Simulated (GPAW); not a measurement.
## Core-hole calculation of the F K edge in KMnF3 (Pm-3m)

What does one-electron theory with a core hole give for the F K edge of KMnF3 (Pm-3m)?

Main program and level: GPAW 26.7.0; X-ray absorption from dipole matrix elements to empty bands, plane-wave PAW LDA+U.

### Step 1. Starting point

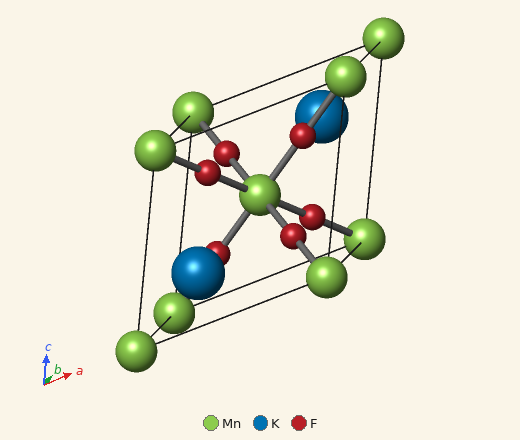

The cell as given, slightly off an axis (manganese green, potassium blue, fluorine red). Bonds to atoms that aren't drawn are left out. Some periodic images of atoms are drawn too.

Coordinates:

```cif
data_structure
_symmetry_space_group_name_H-M 'P 1'
_symmetry_Int_Tables_number 1
_cell_length_a 5.9246
_cell_length_b 5.9246
_cell_length_c 5.9246
_cell_angle_alpha 60.000
_cell_angle_beta 60.000
_cell_angle_gamma 60.000
_cell_volume 147.05
loop_
_atom_site_label
_atom_site_type_symbol
_atom_site_fract_x
_atom_site_fract_y
_atom_site_fract_z
_atom_site_occupancy
Mn1 Mn 0.00000 0.00000 0.00000 1
Mn2 Mn 0.50000 0.50000 0.50000 1
K3 K 0.25000 0.25000 0.25000 1
K4 K 0.75000 0.75000 0.75000 1
F5 F 0.75000 0.25000 0.25000 1
F6 F 0.25000 0.75000 0.75000 1
F7 F 0.25000 0.25000 0.75000 1
F8 F 0.75000 0.75000 0.25000 1
F9 F 0.25000 0.75000 0.25000 1
F10 F 0.75000 0.25000 0.75000 1
```

### Step 2. The field without a hole

The ground state comes first: it tells whether the system has a gap, which decides how the excited electron is treated.

scf.py

```python
import numpy as np
from ase import Atoms
from ase.parallel import parprint, paropen
from gpaw import GPAW, PW, FermiDirac, Mixer, MixerDif, setup_paths
from gpaw.test import gen
setup_paths.insert(0, '.')
gen('F', name='nch1s', xcname='LDA', corehole=(1, 0, 0), write_xml=True)
from gpaw.mpi import world
world.barrier()

atoms = Atoms('Mn2K2F6',
    cell=[[4.1893, 4.1893, 0],
     [0, 4.1893, 4.1893],
     [4.1893, 0, 4.1893]],
    scaled_positions=[[0, 0, 0],
     [0.5, 0.5, 0.5],
     [0.25, 0.25, 0.25],
     [0.75, 0.75, 0.75],
     [0.75, 0.25, 0.25],
     [0.25, 0.75, 0.75],
     [0.25, 0.25, 0.75],
     [0.75, 0.75, 0.25],
     [0.25, 0.75, 0.25],
     [0.75, 0.25, 0.75]],
    magmoms=[4.0, -4.0, 0.0, 0.0, 0.0, 0.0, 0.0, 0.0, 0.0, 0.0],
    pbc=True)
atoms.calc = calc = GPAW(legacy_gpaw=True, mode=PW(500, force_complex_dtype=True), xc='LDA', setups={'Mn': ':d,4', 4: 'nch1s'},
    kpts={'size': (3, 3, 3), 'gamma': True}, occupations=FermiDirac(0.05),
    charge=0, mixer=MixerDif(0.05, 8, 50), maxiter=150,
    convergence={'density': 0.0001, 'eigenstates': 1e-6}, txt='scf.txt')
energy = atoms.get_potential_energy() + calc.get_reference_energy()
ef = calc.get_fermi_level()
out = dict(energy=energy, fermi=ef, forces=atoms.get_forces().tolist(), magmoms=atoms.get_magnetic_moments().tolist())
parprint(f'all-electron energy {energy:.4f} eV, Fermi level {ef:.4f} eV')
ev = np.array([[calc.get_eigenvalues(k, s) for k in range(len(calc.get_ibz_k_points()))] for s in range(calc.get_number_of_spins())])
out['homo'], out['lumo'], out['counts'] = ev[ev < ef].max(), ev[ev > ef].min(), sorted(set((ev < ef).sum((0, 2)).tolist()))
out['filled'] = (ev[:, 0] < ef).sum(1).tolist()
import json
with paropen('out.json', 'w') as f:
    json.dump(out, f)
```

Command:

```console
OMP_NUM_THREADS=1 mpirun -n 4 gpaw python scf.py
```

Numbers of over 12 decimals in the logs are rounded to 6 here.

The log of the run:

```text
Input parameters:
  convergence: {density: 0.0001,
                eigenstates: 1e-06}
  kpts: {gamma: True,
         size: (3, 3, 3)}
  maxiter: 150
  mixer: {backend: pulay,
          beta: 0.05,
          method: difference,
          nmaxold: 8,
          weight: 50}
  mode: {ecut: 500.0,
         force_complex_dtype: True,
         name: pw}
  occupations: {fixmagmom: False,
                name: fermi-dirac,
                width: 0.05}
  setups: {4: nch1s,
           Mn: :d,4}

Initialize ...

[... PAW data sets ...]

Reference energy: -111786.036669  # eV

Spin-polarized calculation.
Initial magnetic moment: 0.000000

[... convergence settings ...]
Symmetries present (total): 8
  [... symmetry matrices ...]

27 k-points: 3 x 3 x 3 Monkhorst-Pack grid
6 k-points in the irreducible part of the Brillouin zone
       k-points in crystal coordinates                weights
   0:     0.00000000    0.00000000    0.00000000          1/27
   1:     0.00000000    0.33333333    0.33333333          2/27
   2:     0.33333333   -0.33333333   -0.33333333          4/27
   3:     0.33333333    0.33333333   -0.33333333          8/27
   4:     0.33333333    0.33333333    0.00000000          4/27
   5:     0.33333333    0.33333333    0.33333333          8/27

Wave functions: Plane wave expansion
  Cutoff energy: 500.000 eV
  Number of coefficients (min, max): 3711, 3765
  Pulay-stress correction: 0.000000 eV/Ang^3 (de/decut=0.000000)
  Using FFTW library
  Wavefunction extrapolation:
    Improved wavefunction reuse through dual PAW basis

Occupation numbers: Fermi-Dirac:
  width: 0.0500  # eV

Eigensolver
   Davidson(niter=2)

Densities:
  Coarse grid: 32*32*32 grid
  Fine grid: 64*64*64 grid
  Total Charge: 0.000000

Density mixing:
  Method: difference
  Backend: pulay
  Linear mixing parameter: 0.05
  old densities: 8
  Width of damping distribution: 1.1
  Damping of long wavelength oscillations: 50

[... Hamiltonian set-up ...]
Number of atoms: 10
Number of atomic orbitals: 60
Number of bands in calculation: 58
Number of valence electrons: 90
Bands to converge: occupied

... initialized

Initializing position-dependent things.

Density initialized from atomic densities
Creating initial wave functions:
  58 bands from LCAO basis set

                          K
                    F
                     F

               F    Mn   F
                  F
                    F
             K

       Mn

Atomic positions and initial magnetic moments

Positions:
   0 Mn     0.000000    0.000000    0.000000    ( 0.0000,  0.0000,  4.0000)
   1 Mn     4.189300    4.189300    4.189300    ( 0.0000,  0.0000, -4.0000)
   2 K      2.094650    2.094650    2.094650    ( 0.0000,  0.0000,  0.0000)
   3 K      6.283950    6.283950    6.283950    ( 0.0000,  0.0000,  0.0000)
   4 F      4.189300    4.189300    2.094650    ( 0.0000,  0.0000,  0.0000)
   5 F      4.189300    4.189300    6.283950    ( 0.0000,  0.0000,  0.0000)
   6 F      4.189300    2.094650    4.189300    ( 0.0000,  0.0000,  0.0000)
   7 F      4.189300    6.283950    4.189300    ( 0.0000,  0.0000,  0.0000)
   8 F      2.094650    4.189300    4.189300    ( 0.0000,  0.0000,  0.0000)
   9 F      6.283950    4.189300    4.189300    ( 0.0000,  0.0000,  0.0000)

Unit cell:
           periodic     x           y           z      points  spacing
  1. axis:    yes    4.189300    4.189300    0.000000    32     0.1512
  2. axis:    yes    0.000000    4.189300    4.189300    32     0.1512
  3. axis:    yes    4.189300    0.000000    4.189300    32     0.1512

  Lengths:   5.924565   5.924565   5.924565
  Angles:   60.000000  60.000000  60.000000

Effective grid spacing dv^(1/3) = 0.1649

iter:   1   -62.970812                   -0.0000
iter:   2   -63.346596   -1.11  -1.29    +0.0000
iter:   3   -61.584898   -0.81  -1.33    +0.0000
iter:   4   -61.571753   -2.05  -1.59    +0.0000
iter:   5   -61.728805   -1.53  -1.65    +0.0000
iter:   6   -61.647741   -1.47  -2.04    -0.0000
iter:   7   -61.532226   -2.64  -2.11    +0.0000
iter:   8   -61.529754   -2.37  -2.47    +0.0000
iter:   9   -61.528645c  -3.96  -2.84    +0.0000
iter:  10   -61.524706c  -3.44  -3.01    -0.0000
iter:  11   -61.524885c  -4.65  -3.68    -0.0000
iter:  12   -61.524707c  -4.96  -3.56    -0.0000
iter:  13   -61.524737c  -4.95  -4.06c   -0.0000
iter:  14   -61.524718c  -6.26c -4.01c   -0.0000

Converged after 14 iterations.

Dipole moment: (-0.000000, -0.000000, -0.000000) |e|*Ang

Total magnetic moment: (0.000000, 0.000000, -0.000000)
Local magnetic moments:
   0 Mn ( 0.000000,  0.000000,  4.513659)
   1 Mn ( 0.000000,  0.000000, -4.513659)
   2 K  ( 0.000000,  0.000000, -0.000000)
   3 K  ( 0.000000,  0.000000, -0.000000)
   4 F  ( 0.000000,  0.000000, -0.000000)
   5 F  ( 0.000000,  0.000000, -0.000000)
   6 F  ( 0.000000,  0.000000,  0.000000)
   7 F  ( 0.000000,  0.000000,  0.000000)
   8 F  ( 0.000000,  0.000000,  0.000000)
   9 F  ( 0.000000,  0.000000,  0.000000)

Energy contributions relative to reference atoms: (reference = -111786.036669)

Kinetic:        +72.763573
Potential:      -63.003563
External:        +0.000000
XC:             -71.261518
Entropy (-ST):   -0.000000
Local:           -0.023209
SIC:             +0.000000
--------------------------
Free energy:    -61.524718
Extrapolated:   -61.524718

Spin contamination: 4.814478 electrons
Showing only first 2 kpts
                      Up                     Down
 Kpt  Band  Eigenvalues  Occupancy  Eigenvalues  Occupancy
  0    43      1.88616    1.00000      1.88616    1.00000
  0    44      1.88616    1.00000      1.88616    1.00000
  0    45      5.57948    0.00000      5.57948    0.00000
  0    46      8.06394    0.00000      8.06394    0.00000

  1    43      1.73178    1.00000      1.73178    1.00000
  1    44      1.88845    1.00000      1.88845    1.00000
  1    45      7.07280    0.00000      7.07280    0.00000
  1    46      8.10570    0.00000      8.10570    0.00000

Fermi level: 3.67916

Gap: 3.627 eV
Transition (v -> c):
  (s=0, k=5, n=44, [0.33, 0.33, 0.33]) -> (s=1, k=0, n=45, [0.00, 0.00, 0.00])
Direct/indirect transitions are different
Direct gap: 3.693 eV
Transition at: (s=0->1, k=0, n=44, [0.00, 0.00, 0.00])

Forces in eV/Ang:
  0 Mn    0.00000   -0.00000    0.00000
  1 Mn    0.00000    0.00000   -0.00000
  2 K     0.00000    0.00000   -0.00000
  3 K     0.00000    0.00000   -0.00000
  4 F     0.00000    0.00000   -0.00001
  5 F    -0.00000   -0.00000    0.00001
  6 F    -0.00000    0.00000   -0.00000
  7 F    -0.00000   -0.00000   -0.00000
  8 F     0.00000   -0.00000   -0.00000
  9 F    -0.00000   -0.00000   -0.00000
Scalar-relativistic atomic LDA calculation for F (Fluorine, Z=9)
Core hole in 1s state (1s occupation: 2.0)
300 radial gridpoints.
|------------------------------------------------|
|------------------------------------------------|
[... the atom generator's iteration count ...]

Energy contributions:
-------------------------
Kinetic:      +98.924702
XC:            -9.628727
Potential:   -188.480882
-------------------------
Total:        -99.184907

state      eigenvalue         ekin         rmax
-----------------------------------------------
1s^2.0 :   -24.213779    36.855229        0.115
2s^2.0 :    -1.089490     4.159703        0.767
2p^5.0 :    -0.415007     3.378968        0.703
-----------------------------------------------
(units: Bohr and Hartree)

Generating PAW setup
Kinetic energy of the core from tauc = 73.784289
Cutoffs:
rc(s)=1.200
rc(p)=1.200
rc(d)=1.200
rc(vbar)=1.080
rc(comp)=1.200
rc(nct)=1.200

Kinetic energy of the core states: 73.710458
Charge: 0.0
Core electrons: 2.0
Valence electrons: 7.0
Pseudo-core charge: 0.000387
Shape function alpha=6.944
Pseudo-electron charge 6.013308
state    eigenvalue         norm
--------------------------------
2s(2) :    -1.089490     1.062936
*s    :    -0.089490
2p(5) :    -0.415007     0.777410
*p    :     0.584993
*d    :     0.000000
--------------------------------

Diagonalizing with gridspacing h=0.050

state   all-electron     PAW
-------------------------------
2s:      -1.089490    -1.091166
2p:      -0.415007    -0.417133
*d:                    0.051257
*f:                    0.077758
-------------------------------
all-electron energy -111847.5614 eV, Fermi level 3.6792 eV
```

It took 17 s on 4 MPI ranks of Intel Xeon Platinum 8375C at 2.90GHz (Ice Lake), shared host; peak memory 0.27 GiB.

The mesh shows a gap of 3.63 eV, so the hole is first treated in a charged cell, without the excited electron.

Site moments (μB): 4.51, -4.51, 0.00, 0.00, 0.00, 0.00, 0.00, 0.00, 0.00, 0.00.

### Step 3. Reference energy of the cell

The photon energy needs a difference of total energies, so the cell and mesh of the coming hole run are first run without a hole.

scf.py: that of step 2 with these lines changed.

```diff
@@ -27,3 +27,3 @@
 atoms.calc = calc = GPAW(legacy_gpaw=True, mode=PW(500, force_complex_dtype=True), xc='LDA', setups={'Mn': ':d,4', 4: 'nch1s'},
-    kpts={'size': (3, 3, 3), 'gamma': True}, occupations=FermiDirac(0.05),
+    kpts={'size': (4, 4, 4), 'gamma': True}, occupations=FermiDirac(0.02),
     charge=0, mixer=MixerDif(0.05, 8, 50), maxiter=150,
```

The log of the run:

```text
Input parameters:
  convergence: {density: 0.0001,
                eigenstates: 1e-06}
  kpts: {gamma: True,
         size: (4, 4, 4)}
  maxiter: 150
  mixer: {backend: pulay,
          beta: 0.05,
          method: difference,
          nmaxold: 8,
          weight: 50}
  mode: {ecut: 500.0,
         force_complex_dtype: True,
         name: pw}
  occupations: {fixmagmom: False,
                name: fermi-dirac,
[...]
2s(2) :    -1.089490     1.062936
*s    :    -0.089490
2p(5) :    -0.415007     0.777410
*p    :     0.584993
*d    :     0.000000
--------------------------------

Diagonalizing with gridspacing h=0.050

state   all-electron     PAW
-------------------------------
2s:      -1.089490    -1.091166
2p:      -0.415007    -0.417133
*d:                    0.051257
*f:                    0.077758
-------------------------------
all-electron energy -111847.5450 eV, Fermi level 3.0897 eV
[key lines of the parts left out:]
Converged after 14 iterations.
Dipole moment: (-0.000000, -0.000000, -0.000000) |e|*Ang
Free energy:    -61.508295
Fermi level: 3.08965
```

Elapsed: 32 s, on 4 MPI ranks; peak memory 0.36 GiB; 2.1 min of CPU time.

Reference energy: -111847.545 eV with the cores included.

[end of part 1 of 2]

[Banner, clock and machine lines of the logs are left out without a mark of their own.]

[Logs are printed without paths, hosts, clocks, repeated set-up lines and the standing remarks that a program may print on its own settings, such as how far it seeks lower states.]

[Hosts, paths, dates, database ids (printed as entryN), source tags and the programs' standing remarks are cut or masked in the printed files.]

[Lists of maxima count a maximum above −3 eV only where it reaches 4 % of the highest in the window and stands out from its surroundings by 2 % of it (1.5 % where it reaches 55 %); shoulders and weaker maxima are passed over, and of the rest the first, up to two pre-edge ones and the few strongest are named.]
